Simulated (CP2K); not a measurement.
**AlH5O (SMILES [OH2+][AlH3-]) at MNDO**

Aim: the vertical electron affinity of AlH5O at MNDO, from 2 runs. 

The results are computed with CP2K 2026.2.

2 further runs of the same task are left out: 1 that didn't finish, 1 set aside as unsound or not needed.

## (1) The structure to begin with

AlH5O: 7 atoms, total charge 0, spin state singlet. As SMILES, `[OH2+][AlH3-]`. The shape comes from GFN2-xTB, which is rough for such elements, and wasn't checked as a minimum.

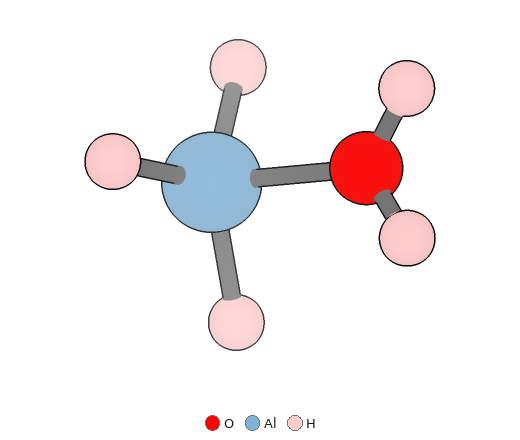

Viewed from a chosen angle; oxygen red, aluminium light blue, hydrogen pink.

## (2) Energy and gradient at MNDO

The input, molecule.inp:

```
&GLOBAL
 PROJECT molecule
 RUN_TYPE ENERGY_FORCE
 PRINT_LEVEL MEDIUM
&END GLOBAL

&FORCE_EVAL
 METHOD QS
 &DFT
  # Quickstep
  &QS
   METHOD MNDO
   EPS_DEFAULT 1.0E-10
   &SE
    &COULOMB
     CUTOFF [angstrom] 50
     RC_RANGE [angstrom] 0
    &END COULOMB
    &EXCHANGE
     CUTOFF [angstrom] 50
     RC_RANGE [angstrom] 0
    &END EXCHANGE
   &END SE
  &END QS
  # isolated system
  &POISSON
   PERIODIC NONE
   POISSON_SOLVER ANALYTIC
  &END POISSON
  # self-consistent field
  &SCF
   SCF_GUESS ATOMIC
   EPS_SCF 1.0E-06
   MAX_SCF 150
   ADDED_MOS 2
   &DIAGONALIZATION
    ALGORITHM STANDARD
   &END DIAGONALIZATION
   &MIXING
    METHOD DIRECT_P_MIXING
    ALPHA 0.4
   &END MIXING
  &END SCF
  # extra output
  &PRINT
   &MOMENTS
    PERIODIC F
    REFERENCE COM
    MAX_MOMENT 1
   &END MOMENTS
   &MO ON
    ENERGIES T
    OCCUPATION_NUMBERS T
    NDIGITS 6
    &EACH
     QS_SCF 0
    &END EACH
    ADD_LAST NUMERIC
   &END MO
   &HIRSHFELD OFF
   &END HIRSHFELD
  &END PRINT
 &END DFT
 &SUBSYS
  &CELL
   ABC 18.6 18.9 18.6
   PERIODIC NONE
  &END CELL
  &COORD
   UNIT bohr
   O     -0.3307021    -1.8782744     0.0653278
   Al     0.2409779     1.6424366    -0.1069396
   H     -1.4458295    -2.6694838     1.2698204
   H      0.6421289    -3.1160639    -0.8533247
   H      0.9589604     1.6738627    -2.9910018
   H     -2.5059469     2.3941696     0.7549078
   H      2.4403923     1.9533343     1.8612102
  &END COORD
  &TOPOLOGY
   &CENTER_COORDINATES
   &END CENTER_COORDINATES
  &END TOPOLOGY
 &END SUBSYS
 # extra output
 &PRINT
  &FORCES ON
  &END FORCES
 &END PRINT
&END FORCE_EVAL
```

Run with:

```
OMP_NUM_THREADS=1 cp2k.psmp -i molecule.inp -o molecule.out
```

The log of the run:

```text
CP2K| version string:                                       CP2K version 2026.2
[...]
 GLOBAL| Method name                                                        CP2K
[...]
 GLOBAL| Run type                                                   ENERGY_FORCE
[...]
                             - Atoms:                                          7
[...]
                             - Spherical basis functions:                     13
[...]
 Number of electrons:                                                         14
[...]
     1 P_Mix/Diag. 0.40E+00    0.0     0.69171471       -12.8605280787 -1.29E+01
[...]
    16 DIIS/Diag.  0.50E-07    0.0     0.00000028       -16.2076624272 -3.25E-12
  *** SCF run converged in    16 steps ***
  Core-core repulsion energy [eV]:                            489.65542903450586
  Core Hamiltonian energy [eV]:                              -691.41799937116105
  Two-electron integral energy [eV]:                         -478.54070677698570
  Electronic energy [eV]:                                    -930.68835275965387
  Total energy [eV]:                                         -441.03292372514801
  Atomic reference energy [eV]:                               439.21047475301128
  Heat of formation [kcal/mol]:                               -42.02667502291953
[...]
 SE_DIPOLE| Moment [Debye]          0.68060810       5.52388217      -0.47489330
 SE_DIPOLE| Derivative [a.u.]       0.00000000       0.00000000       0.00000000
 ENERGY| Total FORCE_EVAL ( QS ) energy [hartree]            -16.207662427241296
 FORCES| Atomic forces [hartree/bohr]
 FORCES|   Atom     x               y               z               |f|
 FORCES|      1  4.70902784E-04 -1.82234835E-02  3.61500180E-03   1.85845457E-02
 FORCES|      2 -1.52036284E-03 -2.69681575E-03 -4.86903035E-04   3.13391017E-03
 FORCES|      3  1.41001857E-02  7.75956104E-03 -1.47060236E-02   2.18012191E-02
 FORCES|      4 -1.24088100E-02  1.35962171E-02  1.22325406E-02   2.21013740E-02
 FORCES|      5 -8.56185451E-03  4.89247961E-03  3.57582693E-02   3.70930658E-02
 FORCES|      6  3.52931621E-02 -3.99580832E-03 -1.14746677E-02   3.73261540E-02
 FORCES|      7 -2.73732233E-02 -1.33215019E-03 -2.49382173E-02   3.70537807E-02
 FORCES| Sum    -1.66533454E-16  1.94289029E-16  2.01227923E-16
 FORCES| Total atomic force                                       3.25536934E-16
[...]
```

It took 1.9 s on 1 thread of Intel Xeon Platinum 8488C (Sapphire Rapids), shared host; peak memory 0.18 GiB.

## (3) The doublet anion, same level

The input, job.inp:

```
&GLOBAL
  PROJECT_NAME job
  RUN_TYPE ENERGY_FORCE
  PRINT_LEVEL MEDIUM
&END GLOBAL

&FORCE_EVAL
  METHOD QUICKSTEP
  &DFT
    CHARGE -1
    MULTIPLICITY 2
    UKS T
    &QS
      METHOD MNDO
      EPS_DEFAULT 1.0E-10
      &SE
        &COULOMB
          CUTOFF [angstrom] 50
          RC_RANGE [angstrom] 0
        &END COULOMB
        &EXCHANGE
          CUTOFF [angstrom] 50
          RC_RANGE [angstrom] 0
        &END EXCHANGE
      &END SE
    &END QS
    &POISSON
      PERIODIC NONE
      POISSON_SOLVER ANALYTIC
    &END POISSON
    &SCF
      SCF_GUESS ATOMIC
      EPS_SCF 1.0E-06
      MAX_SCF 80
      ADDED_MOS 2
      &DIAGONALIZATION
        ALGORITHM STANDARD
      &END DIAGONALIZATION
      &MIXING
        METHOD DIRECT_P_MIXING
        ALPHA 0.4
      &END MIXING
    &END SCF
    &PRINT
      &MOMENTS
        PERIODIC F
        REFERENCE COM
        MAX_MOMENT 1
      &END MOMENTS
      &MO ON
        ENERGIES T
        OCCUPATION_NUMBERS T
        NDIGITS 6
        &EACH
          QS_SCF 0
        &END EACH
        ADD_LAST NUMERIC
      &END MO
      &HIRSHFELD OFF
      &END HIRSHFELD
    &END PRINT
  &END DFT
  &SUBSYS
    &CELL
      ABC 18.6 18.9 18.6
      PERIODIC NONE
    &END CELL
    &COORD
      UNIT bohr
      O     -0.3307021    -1.8782744     0.0653278
      Al     0.2409779     1.6424366    -0.1069396
      H     -1.4458295    -2.6694838     1.2698204
      H      0.6421289    -3.1160639    -0.8533247
      H      0.9589604     1.6738627    -2.9910018
      H     -2.5059469     2.3941696     0.7549078
      H      2.4403923     1.9533343     1.8612102
    &END COORD
    &TOPOLOGY
      &CENTER_COORDINATES
      &END CENTER_COORDINATES
    &END TOPOLOGY
  &END SUBSYS
  &PRINT
    &FORCES ON
    &END FORCES
  &END PRINT
&END FORCE_EVAL
```

Run with:

```
OMP_NUM_THREADS=1 cp2k.psmp -i job.inp > job.out 2>&1
```

The log of the run:

```text
CP2K| version string:                                       CP2K version 2026.2
[...]
 GLOBAL| Method name                                                        CP2K
[...]
 GLOBAL| Run type                                                   ENERGY_FORCE
[...]
                             - Atoms:                                          7
[...]
                             - Spherical basis functions:                     13
[...]
 Number of electrons:                                                          8
[...]
     1 P_Mix/Diag. 0.40E+00    0.0     0.50230250       -13.0506100766 -1.31E+01
[...]
    47 DIIS/Diag.  0.22E-06    0.0     0.00000087       -16.1353046908 -2.76E-12
  *** SCF run converged in    47 steps ***
  Core-core repulsion energy [eV]:                            489.65542903450586
  Core Hamiltonian energy [eV]:                              -702.76805497612099
  Two-electron integral energy [eV]:                         -451.90268728660430
  Electronic energy [eV]:                                    -928.71939861942315
  Total energy [eV]:                                         -439.06396958491729
  Atomic reference energy [eV]:                               439.21047475301128
  Heat of formation [kcal/mol]:                                 3.37848970412917
[...]
 SE_DIPOLE| Moment [Debye]          1.26668742      10.19238223      -0.81474905
 SE_DIPOLE| Derivative [a.u.]       0.00000000       0.00000000       0.00000000
 ENERGY| Total FORCE_EVAL ( QS ) energy [hartree]            -16.135304690841323
 FORCES| Atomic forces [hartree/bohr]
 FORCES|   Atom     x               y               z               |f|
 FORCES|      1 -8.68524495E-04 -1.70196699E-02  1.93377545E-03   1.71511803E-02
 FORCES|      2  4.54613081E-03  4.76186083E-02 -4.75029449E-03   4.80704114E-02
 FORCES|      3  1.19880043E-02  5.62962495E-03 -1.17270106E-02   1.76897626E-02
 FORCES|      4 -1.00971434E-02  1.05433985E-02  1.07296136E-02   1.81173995E-02
 FORCES|      5 -4.03521753E-03 -1.36084243E-02  1.36670654E-02   1.97043363E-02
 FORCES|      6  1.02762064E-02 -1.64946644E-02 -2.02602692E-03   1.95391698E-02
 FORCES|      7 -1.18094560E-02 -1.66688732E-02 -7.82712244E-03   2.18764355E-02
 FORCES| Sum    -1.80411242E-16 -1.11022302E-16  5.55111512E-17
 FORCES| Total atomic force                                       2.18987798E-16
[...]
```

Wall time 2.3 s (1 thread of Intel Xeon Platinum 8488C (Sapphire Rapids), shared host); peak memory 0.18 GiB.

## (4) What came out

At MNDO:

```
                                                quantity           value
                             singlet AlH5O: total energy    -16.20766 Eh
                            singlet AlH5O: dipole moment          5.59 D
                              singlet AlH5O: HOMO energy       -10.09 eV
                              singlet AlH5O: LUMO energy         1.64 eV
                            singlet AlH5O: HOMO–LUMO gap        11.74 eV
singlet AlH5O: heat of formation at this unrelaxed shape  -42.0 kcal/mol
                 singlet AlH5O: largest force on an atom      1.919 eV/Å
                             doublet anion: total energy    -16.13530 Eh
       doublet anion: HOMO energy (highest over α and β)         1.87 eV
        doublet anion: LUMO energy (lowest over α and β)         6.67 eV
doublet anion: heat of formation at this unrelaxed shape    3.4 kcal/mol
                 doublet anion: largest force on an atom      2.472 eV/Å
       vertical electron affinity (to the doublet anion)       -1.969 eV
```

**Reading.** The anion lies 1.97 eV (45 kcal/mol) above the neutral: the electron isn't bound at this level. The largest force (singlet AlH5O) is 1.92 eV/Å: the shape isn't a stationary point for this species at this level. The HOMO (doublet anion) lies at positive energy, 1.87 eV: the electron is unbound at this level or held by a compact basis; values depend on the basis.
